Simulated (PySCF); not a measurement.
**Two runs on C3H7NSSi**

System: C3H7NSSi, SMILES CN1[SiH2]CC1=S.
Method of the first run: TDDFT HF/def2-SVPD, vertical, gas phase, core orbitals frozen in the response (PySCF 2.14.0).

The geometry comes from this level: PBE0-D3(BJ)/def2-SVP. Text and figures count atoms from 1; the logs count them from 0 in places.

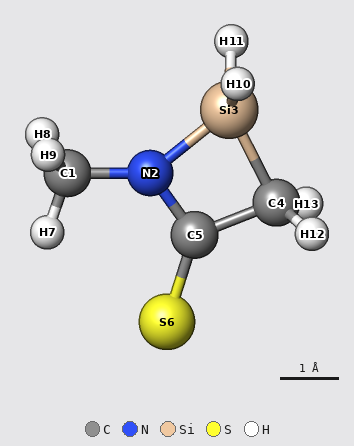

**Figure 1.** The structure as given in the input (ball-and-stick view, seen at a tilt; atoms are numbered from 1 in the order of the input).

Input, the first run:
```
{"job": {"kind": "uv", "xc": "HF", "basis": "def2-SVPD", "ip": true}, "charge": 0, "multiplicity": 1}
C      1.599839     0.792057     0.263227
N      0.241030     0.540564    -0.129974
Si    -0.944410    -0.785541    -0.143969
C     -1.891659     0.670762    -0.882854
C     -0.606113     1.470268    -0.668952
S     -0.317651     3.047137    -1.000471
H      1.800351     1.866967     0.136839
H      2.306182     0.221858    -0.361920
H      1.761027     0.513297     1.316196
H     -1.317325    -1.282020     1.212527
H     -0.573279    -1.941734    -1.010367
H     -2.738003     1.079389    -0.312460
H     -2.175546     0.619099    -1.943617
```

The first line tells a small driver script what to run in PySCF; the rest is the geometry in Å.

Launched with:
```bash
OMP_NUM_THREADS=1 python <driver script> task.json out
```

Hardware: 1 CPU thread, shared host.

Output (the first run):
```
final grid: 105896 points
cycle   1  E = -858.1303753810  dE =  1.201e+00  |g| = 5.898e-01  |ddm| = 4.991e+00
cycle   2  E = -858.2149112244  dE = -8.454e-02  |g| = 4.077e-01  |ddm| = 1.714e+00
cycle   3  E = -858.2598825574  dE = -4.497e-02  |g| = 8.336e-02  |ddm| = 9.208e-01
cycle   4  E = -858.2628262646  dE = -2.944e-03  |g| = 2.320e-02  |ddm| = 2.631e-01
cycle   5  E = -858.2630424342  dE = -2.162e-04  |g| = 5.919e-03  |ddm| = 6.908e-02
cycle   6  E = -858.2630769803  dE = -3.455e-05  |g| = 3.002e-03  |ddm| = 3.669e-02
cycle   7  E = -858.2630828117  dE = -5.831e-06  |g| = 1.082e-03  |ddm| = 1.255e-02
cycle   8  E = -858.2630840165  dE = -1.205e-06  |g| = 4.182e-04  |ddm| = 5.721e-03
cycle   9  E = -858.2630841854  dE = -1.689e-07  |g| = 1.467e-04  |ddm| = 1.767e-03
cycle  10  E = -858.2630842102  dE = -2.489e-08  |g| = 5.031e-05  |ddm| = 6.871e-04
cycle  11  E = -858.2630842132  dE = -2.922e-09  |g| = 1.413e-05  |ddm| = 2.668e-04
cycle  12  E = -858.2630842134  dE = -2.183e-10  |g| = 5.595e-06  |ddm| = 6.468e-05
converged SCF energy = -858.2630842134

Static polarisability (au): isotropic 87.549, principal 66.377 83.478 112.793

Singlet excitations
state   eV       nm        f      main configurations
  1   4.2746    290.0   0.00001   H->L+2 0.79, H->L+7 0.18
  2   5.6464    219.6   0.28105   H-1->L+2 0.83, H-1->L+7 0.09
  3   6.7897    182.6   0.07786   H->L+3 0.26, H->L+1 0.17, H->L+4 0.17
  4   6.9136    179.3   0.02400   H-1->L+1 0.65, H-1->L+3 0.11
  5   7.0094    176.9   0.02015   H->L+4 0.51, H->L+3 0.14
  6   7.1702    172.9   0.05414   H-1->L 0.57, H-1->L+3 0.23
  7   7.4742    165.9   0.28449   H->L 0.52, H->L+1 0.28
  8   7.5828    163.5   0.00938   H-2->L+2 0.45, H-1->L+4 0.17, H-2->L+7 0.09
  9   7.7411    160.2   0.00094   H->L+7 0.68, H->L+2 0.17
 10   7.7632    159.7   0.00135   H-1->L+4 0.42, H-2->L+2 0.18, H-1->L+3 0.10

Triplet excitations (Tamm-Dancoff, eV): 3.5763 3.9476 6.4033 6.4837
Vertical ionisation energy (delta-SCF) = 6.9555 eV
```

The input of the second run differs as follows (lines with − go, lines with + come):
```diff
-"xc": "HF"
+"xc": "PBE"
```

How does the second run compare with the first run?

The total energies belong to different methods, so their difference says nothing on which is more stable or more accurate. The HOMO goes from −8.72 to −5.04 eV. The LUMO goes from 2.11 to −1.81 eV. The dipole moment goes from 4.97 to 4.04 D. The lowest excitation goes from 4.27 to 3.36 eV. The strongest computed line goes from 7.47 to 5.10 eV. The method changes from HF to PBE. Exact exchange removes part of the self-interaction error of semilocal functionals, which pushes filled and empty levels apart. The SCF takes 16 iterations against 12.

Output (the second run):
```
coarse grid: 11912 points
cycle   1  E = -859.9096307090  dE =  5.511e-01  |g| = 4.809e-01  |ddm| = 6.097e+00
cycle   2  E = -859.6766378195  dE =  2.330e-01  |g| = 9.350e-01  |ddm| = 2.529e+00
cycle   3  E = -859.9498713247  dE = -2.732e-01  |g| = 3.152e-01  |ddm| = 2.088e+00
cycle   4  E = -859.9787860993  dE = -2.891e-02  |g| = 1.109e-01  |ddm| = 5.994e-01
cycle   5  E = -859.9816678406  dE = -2.882e-03  |g| = 3.965e-02  |ddm| = 1.845e-01
cycle   6  E = -859.9820667554  dE = -3.989e-04  |g| = 1.217e-02  |ddm| = 7.141e-02
cycle   7  E = -859.9820995484  dE = -3.279e-05  |g| = 6.012e-03  |ddm| = 2.505e-02
cycle   8  E = -859.9821085804  dE = -9.032e-06  |g| = 8.441e-04  |ddm| = 9.022e-03
final grid: 105896 points
cycle   9  E = -860.1057701550  dE =  1.190e-05  |g| = 1.576e-02  |ddm| = 1.278e-01
cycle  10  E = -860.1052174358  dE =  5.527e-04  |g| = 4.554e-02  |ddm| = 8.257e-02
cycle  11  E = -860.1058277590  dE = -6.103e-04  |g| = 6.629e-03  |ddm| = 6.945e-02
cycle  12  E = -860.1058393898  dE = -1.163e-05  |g| = 7.711e-04  |ddm| = 8.521e-03
cycle  13  E = -860.1058395845  dE = -1.947e-07  |g| = 3.289e-04  |ddm| = 1.745e-03
cycle  14  E = -860.1058396106  dE = -2.610e-08  |g| = 7.952e-05  |ddm| = 4.710e-04
cycle  15  E = -860.1058396120  dE = -1.369e-09  |g| = 2.465e-05  |ddm| = 1.264e-04
cycle  16  E = -860.1058396121  dE = -1.555e-10  |g| = 6.056e-06  |ddm| = 4.258e-05
converged SCF energy = -860.1058396121

Static polarisability (au): isotropic 99.524, principal 70.885 95.534 132.153

Singlet excitations
state   eV       nm        f      main configurations
  1   3.3628    368.7   0.00001   H->L 1.00
  2   3.8434    322.6   0.03935   H->L+1 0.93
  3   4.4316    279.8   0.00006   H-1->L+1 1.00
  4   4.6805    264.9   0.01058   H->L+2 1.00
  5   5.0971    243.2   0.17929   H-1->L 0.51, H->L+3 0.42
  6   5.2505    236.1   0.16446   H->L+3 0.58, H-1->L 0.34
  7   5.3756    230.6   0.02045   H-1->L+2 1.00
  8   5.5028    225.3   0.03495   H->L+4 0.98
  9   5.8703    211.2   0.00250   H-1->L+3 0.99
 10   5.9122    209.7   0.01707   H->L+5 0.76, H->L+6 0.24

Triplet excitations (Tamm-Dancoff, eV): 3.0563 3.4287 3.6059 4.3355
Vertical ionisation energy (delta-SCF) = 8.0936 eV
Vertical electron affinity (delta-SCF) = -0.7608 eV
```

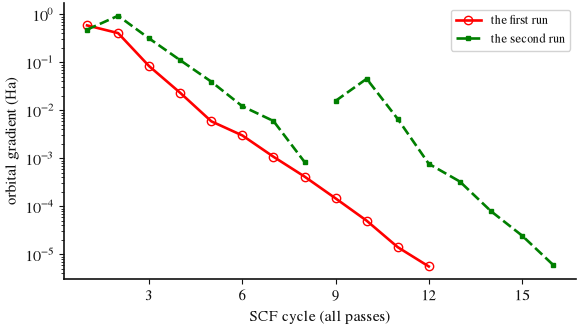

**Figure 2.** Convergence of the two runs: orbital gradient against the SCF cycle. A break in a curve parts two SCF passes (coarse and final grid). The first run takes 12 cycles in all, and the second run takes 16.

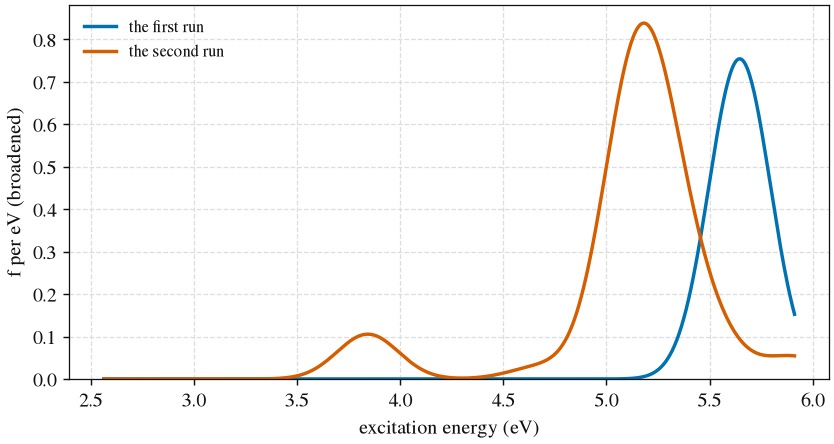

**Figure 3.** Absorption of the two runs from their computed states, each broadened by a Gaussian of 0.35 eV full width; the range ends where the shorter list of states ends.

The two runs side by side:

| quantity | the first run | the second run |
| --- | --- | --- |
| outcome | converged | converged |
| total energy (hartree) | −858.263084 | −860.105840 |
| HOMO (eV) | −8.72 | −5.04 |
| LUMO (eV) | 2.11 | −1.81 |
| dipole moment (D) | 4.97 | 4.04 |
| lowest excitation (eV) | 4.27 | 3.36 |
| SCF iterations | 12 | 16 |
| strongest computed line (eV) | 7.47 | 5.10 |
| basis functions | 187 | 187 |
| wall time (shared host) | 29 s | 2.3 min |
